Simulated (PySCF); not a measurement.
The calculation's input:

```
mol = gto.M(atom='''
Pb     0.00000    -0.00000     0.00000
C      1.23727     1.23727     1.23727
C      1.93885     1.93885     1.93885
H      2.56012     2.56012     2.56012
C     -1.23727    -1.23727     1.23727
C     -1.93885    -1.93885     1.93885
H     -2.56012    -2.56012     2.56012
C      1.23727    -1.23727    -1.23727
C      1.93885    -1.93885    -1.93885
H      2.56012    -2.56012    -2.56012
C     -1.23727     1.23727    -1.23727
C     -1.93885     1.93885    -1.93885
H     -2.56012     2.56012    -2.56012''',
    basis={'Pb': 'def2-SVP', 'C': 'def2-SVP', 'H': 'def2-SVP'},
    ecp={'Pb': 'def2-SVP'},
    charge=0, spin=0)
mf = dft.RKS(mol, xc='PBE0')
mf.grids.atom_grid = (75, 302)  # f atoms: at least (60, 302), unpruned
mf = mf.density_fit()  # Pb def2-universal-JKFIT, C def2-universal-JKFIT, H def2-universal-JKFIT
mf.conv_tol = 1e-09; mf.max_cycle = 55
mf.kernel(dm0)
```

Launched as:

```sh
OMP_NUM_THREADS=4 python run.py
```

Core potentials replace the inner electrons of Pb.

Theory: RKS PBE0, Pb def2-SVP with ECP60, C def2-SVP, H def2-SVP; non-relativistic Hamiltonian with scalar-relativistic core potentials where named; density fitting (PySCF 2.14.0).

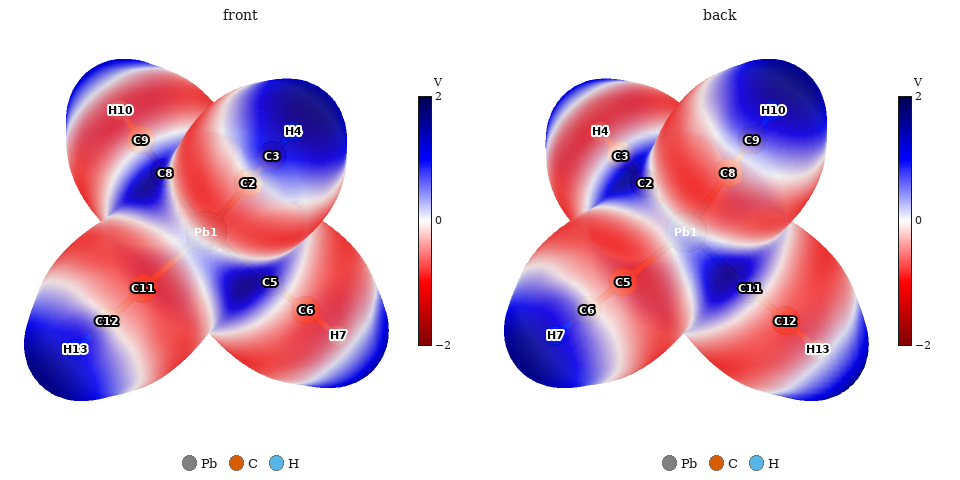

C8H4Pb. The molecular electrostatic potential painted on the density surface at 0.002 e/bohr³, seen from the front and from behind; red is negative and blue positive.

Where is the surface potential most negative and most positive?

Answer. The most negative region (about −0.8 V) lies over the C atoms, the most positive (about +1.7 V) over H4, H7, H10 and H13.
